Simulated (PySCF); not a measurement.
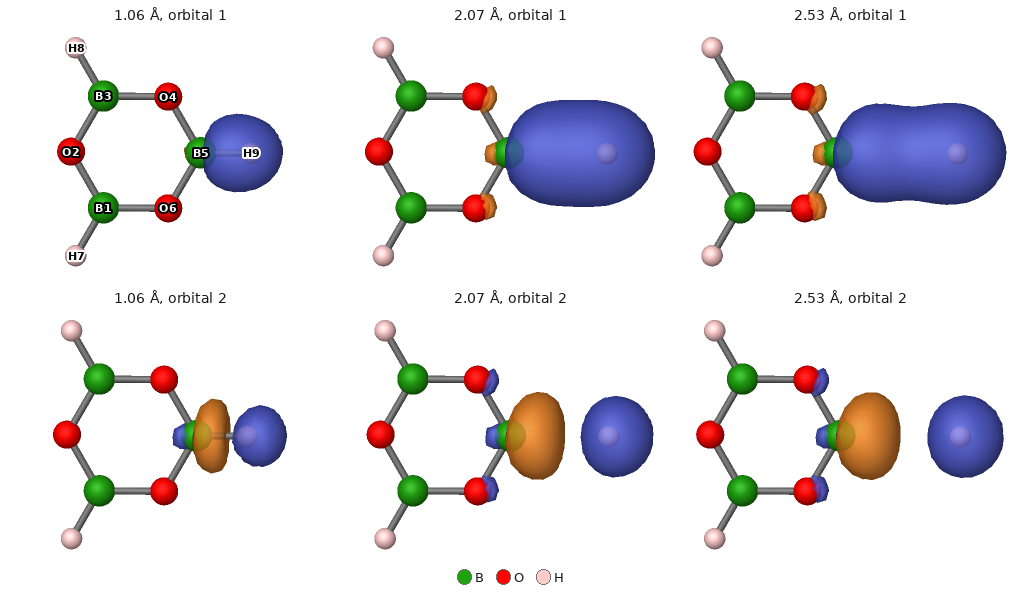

Figure 1: B$_{3}$H$_{3}$O$_{3}$, SMILES `B1OBOBO1`. Rigid stretch of the B5–H9 bond. The two CASSCF(2,2) natural orbitals nearest half filling (orbital 1 the more occupied).

Level of theory: 6-31G* basis (PySCF), at a geometry from GFN2-xTB. No frequency check shows the geometry to be a minimum.

Coordinates in Å:

```
B1      -1.3129   -0.3587    0.0000
O2      -0.3454   -1.3146    0.0000
B3       0.9671   -0.9577    0.0000
O4       1.3112    0.3582    0.0000
B5       0.3458    1.3163    0.0000
O6      -0.9658    0.9565    0.0000
H7      -2.4414   -0.6670    0.0000
H8       1.7983   -1.7808    0.0000
H9       0.6430    2.4478    0.0000
```

### How do the occupations change along the stretch?

1.06 Å: 1.99 and 0.01; 2.07 Å: 1.85 and 0.15; 2.53 Å: 1.66 and 0.34. At the longest distance computed (3.22 Å) they are 1.31 and 0.69, and the effective number of unpaired electrons is 1.6.

### Where does the UHF solution part from RHF?

Between 1.78 Å (⟨S²⟩ = 0, the two coincide) and 2.07 Å (⟨S²⟩ = 0.43); at 3.22 Å ⟨S²⟩ is 0.98 and UHF lies 3.2 eV below RHF.

### How much energy does the stretch cost?

By CASSCF, 4.3 eV from the lowest point of the scan (1.26 Å) to 3.22 Å; RHF gives 7.2 eV from its own lowest point. The fragments aren't relaxed and dynamic correlation is missing, so this isn't a bond dissociation energy.

Cost of the run: 5 min on 1 thread of Arm Neoverse V1 (shared host), peak memory 0.4 GiB.
